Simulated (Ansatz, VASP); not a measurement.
# Cross-check of KZnF3 between VASP and Ansatz

One calculation is typed for both programs; each brings its own data sets and cutoff. How far apart do they land? The cell comes out of the VASP series on this material, whose earlier steps may have relaxed, scaled or displaced it; both programs get it as it stands.

Program: Ansatz 0.2.0. Level of theory: plane waves, with VASP 6.6.1 beside it; band structure at r2SCAN. Results are calculated unless marked as measured.

### 1. Starting point

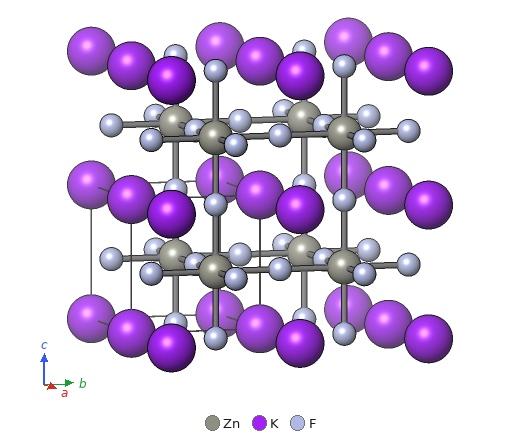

The starting structure, seen slightly off an axis (zinc grey, potassium purple, fluorine light blue). 2×2×2 cells are drawn. Some periodic images of atoms are drawn too.

### 2. Ansatz: band structure, r2SCAN

Ansatz runs on its default PAW (the set named soft_2) files.

Levels along a path test the potential and the projectors away from the mesh points.

Input file input.yaml:

```yaml
crystal:
  lattice:
    - [4.1227077738, 0.0, 0.0]
    - [0.0, 4.1227077738, 0.0]
    - [0.0, 0.0, 4.1227077738]
  atoms:
    - { symbol: Zn, position: [0.5, 0.5, 0.5] }
    - { symbol: K, position: [0.0, 0.0, 0.0] }
    - { symbol: F, position: [0.5, 0.0, 0.5] }
    - { symbol: F, position: [0.0, 0.5, 0.5] }
    - { symbol: F, position: [0.5, 0.5, 0.0] }
hamiltonian:
  xc: r2scan
  pseudopotentials: { kind: paw }
kpoints:
  mp_grid: { grid: [5, 5, 5] }
  band_path:
    path:
      - [0.0, 0.0, 0.0]
      - [0.0, 0.1, 0.0]
      - [0.0, 0.2, 0.0]
      - [0.0, 0.3, 0.0]
      - [0.0, 0.43333, 0.0]
      - [0.0, 0.5, 0.0]
      - [0.1, 0.5, 0.0]
      - [0.2, 0.5, 0.0]
      - [0.33333, 0.5, 0.0]
      - [0.43333, 0.5, 0.0]
      - [0.5, 0.5, 0.0]
      - [0.36667, 0.36667, 0.0]
      - [0.26667, 0.26667, 0.0]
      - [0.16667, 0.16667, 0.0]
      - [0.06667, 0.06667, 0.0]
      - [0.03333, 0.03333, 0.03333]
      - [0.13333, 0.13333, 0.13333]
      - [0.23333, 0.23333, 0.23333]
      - [0.33333, 0.33333, 0.33333]
      - [0.46667, 0.46667, 0.46667]
      - [0.5, 0.5, 0.5]
      - [0.46667, 0.5, 0.46667]
      - [0.36667, 0.5, 0.36667]
      - [0.23333, 0.5, 0.23333]
      - [0.13333, 0.5, 0.13333]
      - [0.03333, 0.5, 0.03333]
      - [0.5, 0.5, 0.03333]
      - [0.5, 0.5, 0.16667]
      - [0.5, 0.5, 0.26667]
      - [0.5, 0.5, 0.36667]
      - [0.5, 0.5, 0.5]
    npoints: 1
scf:
  occupations: { method: fermi_dirac, width: 0.05 }
  n_extra_bands: 8
output:
  forces: true
  stress: true
  eigenvalues: true
  write_density: true
  write_potential: true
  elf: true
  volumetric_format: npy
```

Command:

```sh
> ansatz run input.yaml --threads 2 --pin off --max-ram 4608MiB --backend cpu --events-out ev --progress --plain --runs-dir out
```

Numbers of over 12 decimals in the logs are rounded to 6 here.

What it wrote:

```text
scf.n_extra_bands = 8 over 21 filled bands (N_el = 42.0): the run solves 29 bands
Engine: ansatz 0.2.0, x86_64-unknown-linux-gnu
Pseudopotentials: kind: paw
Pseudopotential: Zn, paw, valence charge 12, recommended cutoff 500 eV (meta_gga), Zn.paw.azcp
Pseudopotential: K, paw, valence charge 9, recommended cutoff 500 eV (meta_gga), K.paw.azcp
Pseudopotential: F, paw, valence charge 7, recommended cutoff 500 eV (meta_gga), F.paw.azcp
Functional definition: r2SCAN
  parameter k0 = 0.174
  parameter k1 = 0.065
  parameter a1 = 4.9479
  exchange = r2scan_x(k0 = k0, k1 = k1, a1 = a1)
  correlation = r2scan_c
Crystal: 5 atoms, lattice volume = 70.073 Å³
Basis set: ecut = 500 eV, 1791 PW (Γ), exchange–correlation on 128×128×128 points (64 copies of the dense FFT grid, shifted against one another)
Bands: 29, of which v1, the nominal top of the filled ones, is band 21 counted from 1 (20 counted from 0)
Symmetry: 48 space group operations
Space group: Pm-3m (ITA 221), of the structure as read, at distance tolerance 4.1e-5 Å
k-points: 10 of 125
Non-local potential: Zn, projectors of the file, l = 0: 2, l = 1: 2, l = 2: 3, l = 3: 1
Non-local potential: K, projectors of the file, l = 0: 3, l = 1: 2, l = 2: 2
Non-local potential: F, projectors of the file, l = 0: 2, l = 1: 2, l = 2: 1
PAW form: soft (Blöchl's): semilocal exchange-correlation on the pseudo side does not see the compensation charge
PAW frozen core: Zn, regenerated for the run's functional (the file was generated under x = pbe(κ = 0.804, μ = 0.219515), c = pbe(β = 0.066725))
PAW frozen core: K, regenerated for the run's functional (the file was generated under x = pbe(κ = 0.804, μ = 0.219515), c = pbe(β = 0.066725))
PAW frozen core: F, regenerated for the run's functional (the file was generated under x = pbe(κ = 0.804, μ = 0.219515), c = pbe(β = 0.066725))
PAW one-centre angular grid: Zn, 590 points (default); XC on 261 of its mesh's 2673 points in the sphere
PAW one-centre angular grid: K, 302 points (default); XC on 160 Gauss nodes
PAW one-centre angular grid: F, 302 points (default); XC on 160 Gauss nodes
Initial density: superposition of atomic densities (neutral atoms: chi_scale 0, normalization atom), corrected by the library's trained network
Initial wavefunctions: pseudopotential atomic-orbital guess
Functional: x = r2scan, c = r2scan; τ floored in thin density (d = 2e-4 eV/Å³)
SCF iter   1: F=—  HF=-7302.798427 eV  |F-HF|=—  |Δ(HF+E_count)|=         —  Δρ=1.25e-2  dr2=6.31e-2  dr2_τ=7.79e-2  ethr=1.77e-3  ⟨swp⟩=6.1  Hψ=1466  notcnv=0  defer=2
preconditioner: auto → Resta (q_TF=auto, 2.505 Å⁻¹)  ε∞=3.2  [insulator: Δε(μ)=4.881 eV  Ē_g=19.204 eV  σ=0.050 eV  W_gap=1.00  n_scr=18 (ndim 8)  ℏωp=28.7 eV  f_vac=0.063  D(μ)=0.00/eV (n_scr^D=0)  ε∞_Penn≈3.2]
SCF iter   2: F=—  HF=-7302.844706 eV  |F-HF|=—  |Δ(HF+E_count)|=   4.63e-2  Δρ=3.83e-3  dr2=5.38e-3  dr2_τ=9.35e-4  ethr=1.50e-4  ⟨swp⟩=2.0  Hψ=625  notcnv=0  defer=16
SCF iter   3: F=—  HF=-7302.843883 eV  |F-HF|=—  |Δ(HF+E_count)|=   8.23e-4  Δρ=2.71e-3  dr2=2.24e-3  dr2_τ=1.69e-4  ethr=1.28e-5  ⟨swp⟩=2.0  Hψ=400  notcnv=0  defer=16
SCF iter   4: F=—  HF=-7302.843390 eV  |F-HF|=—  |Δ(HF+E_count)|=   4.92e-4  Δρ=4.56e-4  dr2=1.49e-4  dr2_τ=2.02e-5  ethr=5.34e-6  ⟨swp⟩=2.3  Hψ=409  notcnv=0  defer=16
SCF iter   5: F=—  HF=-7302.843347 eV  |F-HF|=—  |Δ(HF+E_count)|=   4.33e-5  Δρ=1.72e-4  dr2=1.09e-5  dr2_τ=2.01e-6  ethr=3.54e-7  ⟨swp⟩=2.0  Hψ=444  notcnv=0  defer=16
SCF iter   6: F=—  HF=-7302.843353 eV  |F-HF|=—  |Δ(HF+E_count)|=   5.92e-6  Δρ=3.26e-5  dr2=7.98e-7  dr2_τ=1.04e-7  ethr=2.60e-8  ⟨swp⟩=2.1  Hψ=456  notcnv=0  defer=16
SCF iter   7: F=-7302.843353 eV  HF=-7302.843353 eV  |F-HF|=1.71e-8  |Δ(HF+E_count)|=   1.14e-7  Δρ=4.90e-6  dr2=7.15e-9  dr2_τ=1.32e-9  ethr=2.38e-10  ⟨swp⟩=12.1  Hψ=2105  notcnv=0
SCF 1 converged in 7 iterations: F = -7302.843353 eV  dr2 = 7.15e-9
  greatest PAW one-centre occupation: 0.994 electrons in one spin orbital (limit 2), on the Zn atom at site 0 (counted from 0), in its partial waves of l = 2
NSCF: frozen V_eff on 31 k-points
SCF converged after 7 iterations
Free energy (F): -7302.843353 eV
Harris-Foulkes:  -7302.843353 eV  (|F-HF|=1.71e-8)
Internal energy: -7302.843353 eV  (E = F + TS)
E sigma→0 (E₀):  -7302.843353 eV
Fermi energy:    5.181841 eV
--- Per-component energies (eV) ---
  E_band       = -204.580567
  E_kinetic    = 1007.945402
  E_local      = -4145.320807  (includes V_loc(G=0)·N_el)
  E_nonlocal   = 859.318952
  E_hartree    = 1640.084090
  E_xc         = -494.227649
  E_vxc        = -586.587536  (∫ρ·V_xc dr)
  E_paw        = -3256.340166  (= ΣΔE_a)
  E_vpaw       = -659.669173  (= ΣTr[D̂ρ^β])
  E_aug_tail   = 0.003286  (compensation charges beyond the density's cutoff)
  E_vtau       = 39.560877  (kinetic-family band-sum trace: ∫τ·v_τ [+ j·A + Jᵃ·Aᵃ] dr)
  E_ewald      = -2913.833484
  E_core_change = -0.472978  (= ΣΔE_core)
  E_smearing   = -0.000000  (= −TS)
  E_closure    = -0.000000  (closes the sum)
  Σ components = -7302.843353   (vs F -7302.843353, Δ=0.00e0)
--- Forces (eV/Å), atoms counted from 1 ---
  atom   1  Zn     0.00000000    -0.00000000    -0.00000000
  atom   2  K     -0.00000000     0.00000000     0.00000000
  atom   3  F      0.00000000    -0.00000000    -0.00000000
  atom   4  F      0.00000000     0.00000000    -0.00000000
  atom   5  F      0.00000000    -0.00000000     0.00000000
  max |Σ_I F_I| component: 1.10e-28 eV/Å
--- Stress (GPa, compression-positive) ---
       -4.166253       0.000000      -0.000000
        0.000000      -4.166253       0.000000
        0.000000       0.000000      -4.166253
  P = ⅓ Tr σ = -4.1663 GPa (-41.663 kbar)
--- Band table (eV; the first three rows and the last of 10) ---
  k-point 0: bands = [... 17 lower, 1.1041, 1.2970, 1.2970, 1.2970, 7.4288, 12.5070, 12.5070, 13.1156, ... 4 higher]
  k-point 1: bands = [... 17 lower, 1.1364, 1.2725, 1.3088, 1.3088, 8.1426, 12.6857, 12.8019, 13.5345, ... 4 higher]
  k-point 2: bands = [... 17 lower, 1.1480, 1.3625, 1.3625, 1.4175, 9.6611, 12.2106, 13.3154, 14.8636, ... 4 higher]
  k-point 9: bands = [... 17 lower, 1.5282, 1.5872, 2.7269, 2.7269, 11.7942, 12.6138, 12.6138, 14.1626, ... 4 higher]
```

Wall time 2.5 s (2 threads of Intel Xeon Platinum 8375C at 2.90GHz (Ice Lake), shared host); peak memory 0.54 GiB; 4.6 s of CPU time.

### 3. VASP: band structure, r2SCAN

The same cell, functional, mesh and smearing now go to VASP, with its own data sets and cutoff.

Lines of VASP's logs that name or quote its potential files are left out, and so is its time.

Input file INCAR:

```
SYSTEM = KZnF3
PREC = Accurate
ENCUT = 520
EDIFF = 1E-06
NELM = 100
ISMEAR = -1
SIGMA = 0.05
LREAL = .FALSE.
ALGO = Normal
METAGGA = R2SCAN
LASPH = .TRUE.
NBANDS = 36
LORBIT = 11
LWAVE = .FALSE.
LCHARG = .FALSE.
KPAR = 2
```

Input file POSCAR:

```
KZnF3
1.0
    4.1227077738      0.0000000000      0.0000000000
    0.0000000000      4.1227077738      0.0000000000
    0.0000000000      0.0000000000      4.1227077738
Zn K F
1 1 3
Direct
    0.5000000000      0.5000000000      0.5000000000
    0.0000000000      0.0000000000      0.0000000000
    0.5000000000      0.0000000000      0.5000000000
    0.0000000000      0.5000000000      0.5000000000
    0.5000000000      0.5000000000      0.0000000000
```

Input file KPOINTS:

```
Automatic mesh
0
Gamma
5 5 5
0 0 0
```

Input file KPOINTS_OPT:

```
Line mode
16
Line-mode
Reciprocal
  0.00000000   0.00000000   0.00000000 GAMMA
  0.00000000   0.50000000   0.00000000 X

  0.00000000   0.50000000   0.00000000 X
  0.50000000   0.50000000   0.00000000 M

  0.50000000   0.50000000   0.00000000 M
  0.00000000   0.00000000   0.00000000 GAMMA

  0.00000000   0.00000000   0.00000000 GAMMA
  0.50000000   0.50000000   0.50000000 R

  0.50000000   0.50000000   0.50000000 R
  0.00000000   0.50000000   0.00000000 X

  0.50000000   0.50000000   0.00000000 M
  0.50000000   0.50000000   0.50000000 R
```

Potentials, in the order of the species: Zn, K_sv and F (PBE family, release 64).

Command:

```sh
> mpirun -np 2 vasp_std
```

What it wrote:

```text
[banner, memory and clock lines left out]
running    2 mpi-ranks, on    1 nodes
 distrk:  each k-point on    1 cores,    2 groups
 distr:  one band on    1 cores,    1 groups

 POSCAR found type information on POSCAR ZnK F
 POSCAR found :  3 types and       5 ions
|                                                                             |
|               ----> ADVICE to this user running VASP <----                  |
|                                                                             |
|     You enforced a specific xc type in the INCAR file but a different       |
|     [... a line on the potential file left out ...]
|     I HOPE YOU KNOW WHAT YOU ARE DOING!                                     |
|                                                                             |

 LDA part: xc-table for (None), standard interpolation
 POSCAR, INCAR and KPOINTS ok, starting setup
 FFT: planning ... GRIDC
 FFT: planning ... GRID_SOFT
 FFT: planning ... GRID
 WAVECAR not read
 entering main loop
       N       E                     dE             d eps       ncg     rms          rms(c)
DAV:   1     0.393046258038E+03    0.39305E+03   -0.21363E+04   728   0.141E+03
DAV:   2    -0.882429018517E+01   -0.40187E+03   -0.36896E+03   732   0.388E+02
DAV:   3    -0.498763446962E+02   -0.41052E+02   -0.40423E+02   844   0.123E+02
DAV:   4    -0.510159509859E+02   -0.11396E+01   -0.11344E+01  1016   0.191E+01
DAV:   5    -0.510293085718E+02   -0.13358E-01   -0.13344E-01   904   0.182E+00    0.101E+01
DAV:   6    -0.382514645347E+02    0.12778E+02   -0.27742E+00   896   0.294E+01    0.686E+00
DAV:   7    -0.382995422501E+02   -0.48078E-01   -0.23267E+00   820   0.886E+00    0.381E+00
DAV:   8    -0.383199952566E+02   -0.20453E-01   -0.33613E-01   928   0.814E+00    0.146E+00
DAV:   9    -0.383093230347E+02    0.10672E-01   -0.59104E-02   960   0.454E+00    0.175E-01
DAV:  10    -0.383119417007E+02   -0.26187E-02   -0.17797E-02   952   0.169E+00    0.215E-01
DAV:  11    -0.383118554474E+02    0.86253E-04   -0.31499E-03   884   0.558E-01    0.959E-02
DAV:  12    -0.383120334827E+02   -0.17804E-03   -0.33678E-04   780   0.154E-01    0.372E-02
DAV:  13    -0.383120250569E+02    0.84258E-05   -0.67237E-05   972   0.258E-01    0.985E-03
DAV:  14    -0.383120211957E+02    0.38612E-05   -0.39524E-05   812   0.352E-02    0.998E-03
DAV:  15    -0.383120175491E+02    0.36466E-05   -0.40261E-07   464   0.495E-03    0.748E-03
DAV:  16    -0.383120075457E+02    0.10003E-04   -0.24299E-06   644   0.156E-02    0.148E-03
DAV:  17    -0.383120073866E+02    0.15911E-06   -0.43900E-07   384   0.571E-03
   1 F= -.38312007E+02 E0= -.38312007E+02  d E =-.747406E-10
 Start KPOINTS_OPT (optional k-point list driver)
k-point batch [1-10\96]
       N       E                     dE             ncg
DAV:   1     0.474314907538E+03   -0.20532E+04      720
DAV:   2    -0.359195331214E+04   -0.40663E+04      744
DAV:   3    -0.402146045658E+04   -0.42951E+03      876
DAV:   4    -0.403286908422E+04   -0.11409E+02      920
DAV:   5    -0.403307820150E+04   -0.20912E+00      928
DAV:   6    -0.403308791528E+04   -0.97138E-02     1036
DAV:   7    -0.403308797714E+04   -0.61861E-04      924
DAV:   8    -0.403308797780E+04   -0.65681E-06      724
[...]
k-point batch [91-96\96]
       N       E                     dE             ncg
DAV:   1     0.589886559900E+04   -0.91604E+04      432
DAV:   2     0.345227968517E+04   -0.24466E+04      448
DAV:   3     0.319116143766E+04   -0.26112E+03      500
DAV:   4     0.318412965781E+04   -0.70318E+01      568
DAV:   5     0.318399158799E+04   -0.13807E+00      496
DAV:   6     0.318398363777E+04   -0.79502E-02      596
DAV:   7     0.318398358654E+04   -0.51222E-04      492
DAV:   8     0.318398358435E+04   -0.21936E-05      404
DAV:   9     0.318398358419E+04   -0.16365E-06      276
```

From OUTCAR (step 3):

```text
ion  position               nearest neighbor table
   1  0.500  0.500  0.500-   3 2.06   4 2.06   5 2.06   5 2.06   3 2.06   4 2.06
   2  0.000  0.000  0.000-
   3  0.500  0.000  0.500-   1 2.06   1 2.06
   4  0.000  0.500  0.500-   1 2.06   1 2.06
   5  0.500  0.500  0.000-   1 2.06   1 2.06

  LATTYP: Found a simple cubic cell.
 ALAT       =     4.1227077738

 Subroutine GETGRP returns: Found 48 space group operations
 (whereof 48 operations were pure point group operations)

The static configuration has the point symmetry O_h .

 Found     10 irreducible k-points:

   k-points           NKPTS =     10   k-points in BZ     NKDIM =     10   number of bands    NBANDS=     36

   dimension x,y,z NGX =    32 NGY =   32 NGZ =   32
   dimension x,y,z NGXF=    64 NGYF=   64 NGZF=   64

   ENCUT  =  520.0 eV  38.22 Ry    6.18 a.u.   7.67  7.67  7.67*2*pi/ulx,y,z

   NELECT =      42.0000    total number of electrons

 k-points in reciprocal lattice and weights: Automatic mesh
   0.00000000  0.00000000  0.00000000       0.008
   0.20000000  0.00000000  0.00000000       0.048
   0.40000000  0.00000000  0.00000000       0.048
   0.20000000  0.20000000  0.00000000       0.096
   0.40000000  0.20000000  0.00000000       0.192
   0.40000000  0.40000000  0.00000000       0.096
   0.20000000  0.20000000  0.20000000       0.064
   0.40000000  0.20000000  0.20000000       0.192
   0.40000000  0.40000000  0.20000000       0.192
   0.40000000  0.40000000  0.40000000       0.064

 average (electrostatic) potential at core
       1 -42.8320       2 -39.1607       3 -82.8976       4 -82.8976       5 -82.8976

 E-fermi :  -0.8185

 k-point     1 :       0.0000    0.0000    0.0000
  band No.  band energies     occupation
    ...
     17      -3.6387      2.00000
     18      -3.6387      2.00000
     19      -3.4462      2.00000
     20      -3.4462      2.00000
     21      -3.4462      2.00000
     22       2.6585      0.00000
     23       7.7434      0.00000
     24       7.7434      0.00000
     25       8.3460      0.00000
     26      10.1541      0.00000
    ...

 k-point     2 :       0.2000    0.0000    0.0000
  band No.  band energies     occupation
    ...
     17      -3.6040      2.00000
     18      -3.6040      2.00000
     19      -3.4593      2.00000
     20      -3.4306      2.00000
     21      -3.4306      2.00000
     22       3.3735      0.00000
     23       7.9253      0.00000
     24       8.0414      0.00000
     25       8.7712      0.00000
     26      10.1487      0.00000
    ...

 k-point     3 :       0.4000    0.0000    0.0000
  band No.  band energies     occupation
    ...
     17      -3.5940      2.00000
     18      -3.5940      2.00000
     19      -3.3677      2.00000
     20      -3.3677      2.00000
     21      -3.3007      2.00000
     22       4.8933      0.00000
     23       7.4563      0.00000
     24       8.5617      0.00000
     25      10.1360      0.00000
     26      10.1360      0.00000
    ...

  Total       -1.7845500     -1.7845500     -1.7845500      0.0000000      0.0000000     -0.0000000
  in kB      -40.8029588    -40.8029588    -40.8029588      0.0000000      0.0000000     -0.0000000
  external PRESSURE =     -40.8029588 kB  Pullay stress =       0.0000000 kB

  energy-cutoff  :      520.00
  volume of cell :       70.07
      direct lattice vectors                 reciprocal lattice vectors
     4.122707774  0.000000000  0.000000000     0.242559030  0.000000000  0.000000000
     0.000000000  4.122707774  0.000000000     0.000000000  0.242559030  0.000000000
     0.000000000  0.000000000  4.122707774     0.000000000  0.000000000  0.242559030

 POSITION                                       TOTAL-FORCE (eV/Angst)
 -----------------------------------------------------------------------------------
      2.06135      2.06135      2.06135         0.000000      0.000000      0.000000
      0.00000      0.00000      0.00000         0.000000      0.000000      0.000000
      2.06135      0.00000      2.06135         0.000000      0.000000      0.000000
      0.00000      2.06135      2.06135         0.000000      0.000000      0.000000
      2.06135      2.06135      0.00000         0.000000      0.000000      0.000000
 -----------------------------------------------------------------------------------
    total drift:                                0.000000     -0.000000     -0.000000

  FREE ENERGIE OF THE ION-ELECTRON SYSTEM (eV)
  ---------------------------------------------------
  free  energy   TOTEN  =       -38.3120073866 eV

  energy  without entropy=      -38.3120073865  energy(sigma->0) =      -38.31200739

 total charge
# of ion       s       p       d       tot
------------------------------------------
    1        0.304   0.323   9.946  10.573
    2        1.955   5.678   0.018   7.651
    3        1.736   4.381   0.000   6.117
    4        1.736   4.381   0.000   6.117
    5        1.736   4.381   0.000   6.117
--------------------------------------------------
tot          7.466  19.144   9.964  36.574

[... 3 further parts left out ...]
```

The run ends at a pressure of -4.08 GPa.

### 4. Comparison

Known differences besides the PAW data sets themselves: VASP keeps PBE cores, Ansatz makes them for the functional; the cutoff is 500 eV in Ansatz and 520 eV in VASP. Total energies have different zeros and are not compared.

Both answers:

```tsv
quantity	Ansatz	VASP	difference
pressure (GPa)	-4.17	-4.08	-0.09
gap over the path points (eV)	4.487	4.440	+0.048
```

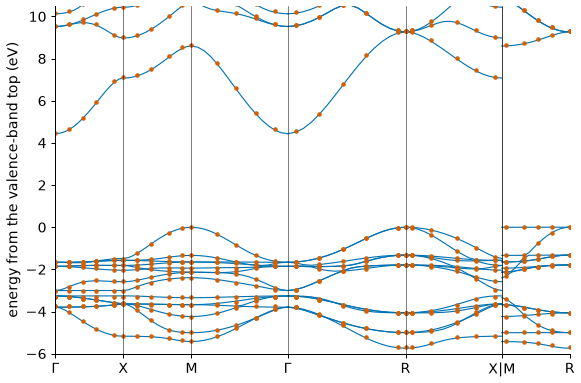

Bands from VASP (lines) and levels from Ansatz (dots). Dots without a line are higher empty bands that the VASP plot leaves out.

Levels at points of the path, from each program's valence-band top (eV; 4 filled, then empty):

```tsv
k (reciprocal lattice)	Ansatz	VASP
0.000 0.000 0.000	-1.84 -1.64 -1.64 -1.64 4.49 9.57 9.57	-1.86 -1.67 -1.67 -1.67 4.44 9.53 9.53
0.000 0.100 0.000	-1.83 -1.66 -1.64 -1.64 4.68 9.65 9.65	-1.84 -1.68 -1.66 -1.66 4.63 9.61 9.61
0.000 0.200 0.000	-1.80 -1.67 -1.63 -1.63 5.20 9.74 9.86	-1.82 -1.68 -1.65 -1.65 5.16 9.71 9.82
0.000 0.300 0.000	-1.79 -1.61 -1.61 -1.61 5.95 9.62 10.14	-1.81 -1.62 -1.62 -1.61 5.90 9.59 10.10
0.000 0.433 0.000	-1.79 -1.57 -1.57 -1.50 6.93 9.14 10.43	-1.81 -1.58 -1.58 -1.50 6.88 9.11 10.39
0.000 0.500 0.000	-1.79 -1.57 -1.57 -1.49 7.12 9.01 10.47	-1.81 -1.57 -1.57 -1.48 7.08 8.98 10.44
0.100 0.500 0.000	-1.78 -1.57 -1.56 -1.25 7.22 9.11 10.55	-1.80 -1.58 -1.57 -1.25 7.18 9.08 10.52
0.200 0.500 0.000	-1.74 -1.59 -1.52 -0.81 7.51 9.41 10.79	-1.75 -1.60 -1.53 -0.81 7.46 9.38 10.76
0.333 0.500 0.000	-1.68 -1.63 -1.40 -0.28 8.11 10.01 11.14	-1.69 -1.63 -1.43 -0.28 8.06 9.99 11.12
0.433 0.500 0.000	-1.65 -1.64 -1.33 -0.05 8.53 10.54 10.93	-1.66 -1.65 -1.35 -0.05 8.49 10.51 10.89
```

Among the levels compared (up to four filled and three empty ones at each point), filled levels agree within 22 meV and empty ones within 48 meV. Ansatz's pressure holds a Pulay correction of 0.12 GPa; VASP's holds none.

### 5. Results

```json
{"difference in gap over the path points (band structure, r2SCAN)": "0.048 eV"}
```

What this shows: The difference in gap over the path points is 0.048 eV (band structure, r2SCAN), within the 0.08 eV picked in this series as the mark of a large difference. How closely two codes agree says nothing of how well the functional describes the real material.

[Lines on the potential files, build, host, timing and source positions are cut from VASP's logs without a mark.]

[Logs are printed without paths, hosts, clocks, repeated set-up lines and the standing remarks that a program may print on its own settings, such as how far it seeks lower states.]

[Hosts, paths, dates, database ids (printed as entryN), source tags and the programs' standing remarks are cut or masked in the printed files.]
